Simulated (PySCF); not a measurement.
C₂H₈B₂F₂Si: NMR shielding calculation

System: C₂H₈B₂F₂Si, SMILES B[SiH2]CCB(F)F.
Method: GIAO PBE0/pcSseg-1 NMR shielding, non-relativistic, gas phase (PySCF 2.14.0).

The geometry comes from this level: GFN2-xTB. It belongs to a series of runs on one base structure; here: H on Si replaced by BH2. Figures and captions count atoms from 1; the log counts them from 0 in places.

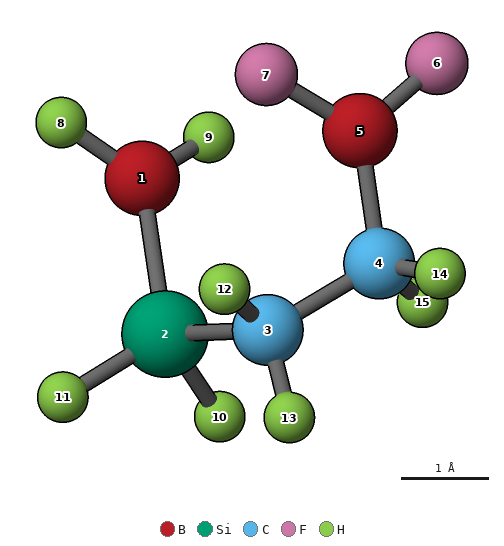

Figure 1. The input geometry (ball-and-stick view, seen at a tilt; atoms are numbered from 1 in the order of the input).

**Input**
```
{"job": {"kind": "nmr", "xc": "PBE0", "basis": "pcSseg-1"}, "charge": 0, "multiplicity": 1}
B      1.273844     1.602254    -0.361196
Si     1.383087    -0.304723    -0.781658
C     -0.340907    -1.128813    -0.581047
C     -0.980809    -0.801702     0.773728
B     -1.362278     0.714879     0.944355
F     -1.617512     1.271612     2.113020
F     -1.493088     1.551791    -0.070745
H      1.182357     2.422756    -1.188047
H      1.327464     1.978286     0.746381
H      2.273077    -1.092450     0.102185
H      1.813735    -0.690003    -2.139996
H     -1.003874    -0.789353    -1.377424
H     -0.252119    -2.209814    -0.686751
H     -1.890961    -1.400770     0.902395
H     -0.316429    -1.115959     1.582889
```

The first line tells a small driver script what to run in PySCF; the rest is the geometry in Å.

Run on 1 CPU thread, shared host.

Command:
```bash
OMP_NUM_THREADS=1 python <driver script> task.json out
```

**The program's output**
```
coarse grid: 13104 points
cycle   1  E = -619.3443239930  dE =  4.660e-01  |g| = 6.396e-01  |ddm| = 3.310e+00
cycle   2  E = -619.3004232817  dE =  4.390e-02  |g| = 8.609e-01  |ddm| = 8.312e-01
cycle   3  E = -619.4169372881  dE = -1.165e-01  |g| = 4.848e-02  |ddm| = 4.683e-01
cycle   4  E = -619.4173179652  dE = -3.807e-04  |g| = 2.448e-02  |ddm| = 4.964e-02
cycle   5  E = -619.4174517556  dE = -1.338e-04  |g| = 4.907e-03  |ddm| = 2.158e-02
cycle   6  E = -619.4174579208  dE = -6.165e-06  |g| = 1.477e-03  |ddm| = 6.336e-03
final grid: 122944 points
cycle   7  E = -619.4643134069  dE = -6.004e-05  |g| = 7.368e-03  |ddm| = 2.565e-02
cycle   8  E = -619.4643061961  dE =  7.211e-06  |g| = 9.030e-03  |ddm| = 1.329e-02
cycle   9  E = -619.4643271165  dE = -2.092e-05  |g| = 6.755e-04  |ddm| = 7.707e-03
cycle  10  E = -619.4643272298  dE = -1.133e-07  |g| = 2.204e-04  |ddm| = 8.103e-04
cycle  11  E = -619.4643272397  dE = -9.929e-09  |g| = 5.726e-05  |ddm| = 1.995e-04
cycle  12  E = -619.4643272403  dE = -5.564e-10  |g| = 1.720e-05  |ddm| = 5.465e-05
```

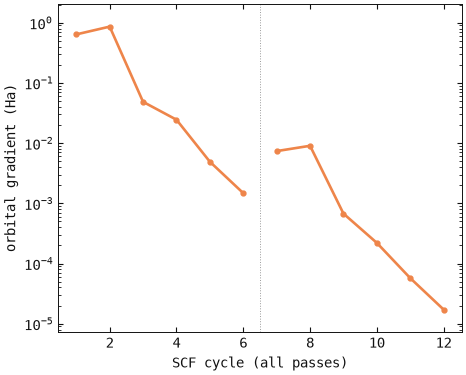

Figure 2. Convergence of the self-consistent field: orbital gradient against the SCF cycle. The dotted line marks the change from a coarse to the final integration grid. The first 6 cycles use a coarse grid, the final grid takes over at cycle 7, and the field converges after 12 cycles in all.

```
converged SCF energy = -619.4643272403

GIAO shielding tensors (ppm)
atom      isotropic    diamagn.    paramagn.     s11        s22        s33       span
  0 B      -12.890     198.767    -211.656   -141.028    -55.094    157.453    298.481
  1 Si     424.190     880.880    -456.691    402.081    418.949    451.539     49.458
  2 C      179.712     251.950     -72.238    169.894    177.128    192.114     22.220
  3 C      172.930     254.656     -81.726    162.374    168.137    188.280     25.906
  4 B       71.531     193.645    -122.114     41.717     80.472     92.404     50.688
  5 F      237.453     465.981    -228.529     55.486    292.148    364.724    309.238
  6 F      262.404     471.469    -209.065     83.628    312.628    390.956    307.328
  7 H       21.130      30.048      -8.918      7.908     26.040     29.443     21.535
  8 H       21.346      30.673      -9.328      6.918     26.019     31.099     24.181
  9 H       27.603      29.513      -1.911     24.529     25.963     32.317      7.789
 10 H       27.610      29.210      -1.600     24.508     24.988     33.334      8.826
 11 H       30.637      32.107      -1.470     26.692     28.836     36.383      9.691
 12 H       30.495      30.831      -0.335     25.370     28.492     37.624     12.254
 13 H       30.161      29.364       0.796     24.737     28.331     37.414     12.677
 14 H       30.187      31.951      -1.764     26.003     29.324     35.233      9.230
```

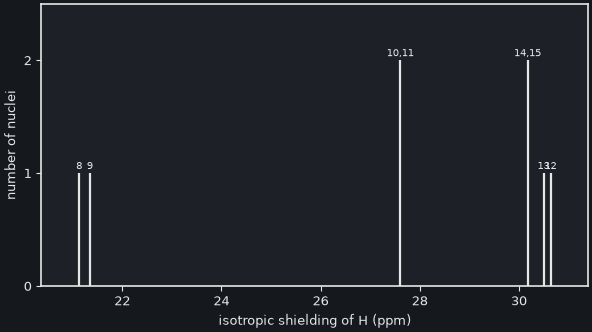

Figure 3. Isotropic shieldings of the hydrogen nuclei in this fixed geometry, labelled by atom number; shielding grows to the right, so chemical shift grows to the left. The least shielded is H8 (21.1 ppm), the most shielded H12 (30.6 ppm).

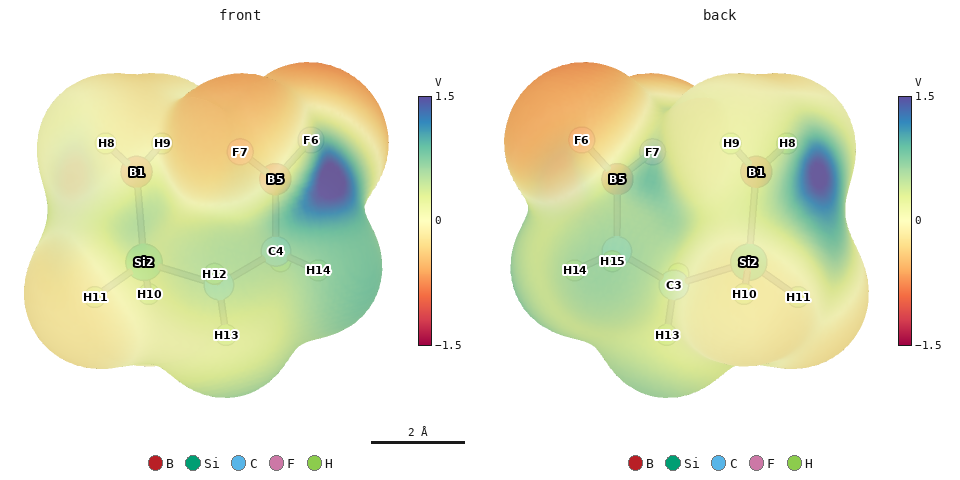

Figure 4. The molecular electrostatic potential painted on the density surface at 0.001 e/bohr³, seen face on and from behind; the colour scale runs from red (negative) to blue (positive).

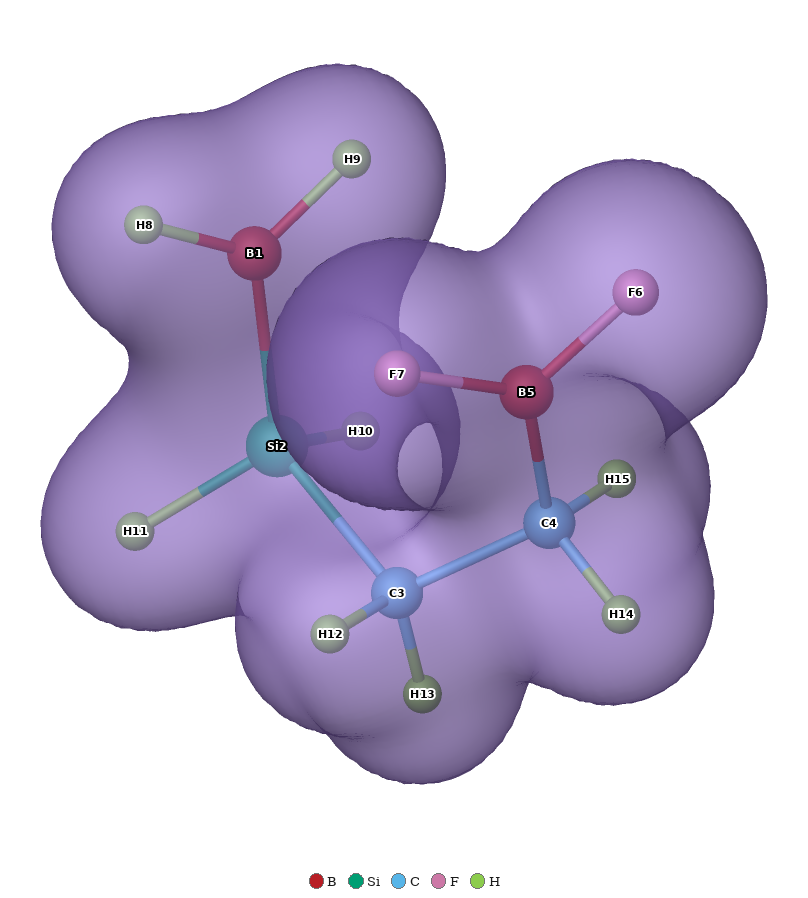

Figure 5. Isosurface of the total electron density at 0.1 e/Å³ (purple), seen at a tilt. At this value the surface is in one piece. On the grid the lowest density along these lines, outside the cores, is 1.5 e/Å³ (B–F, 1.32 Å), 1.6 e/Å³ (C–C, 1.53 Å), 1.3 e/Å³ (C–B, 1.57 Å) and 0.74 e/Å³ (C–Si, 1.92 Å).

**Results in brief**

```tsv
quantity	value
outcome	converged
total energy	−619.464327 hartree
HOMO	−8.41 eV
LUMO	−2.56 eV
dipole moment	1.29 D
isotropic shielding, B	−12.9 to 71.5 ppm
isotropic shielding, Si	424.2 ppm
isotropic shielding, C	172.9 to 179.7 ppm
isotropic shielding, F	237.5 to 262.4 ppm
isotropic shielding, H	21.1 to 30.6 ppm
wall time	29 s
peak memory	0.75 GiB
```
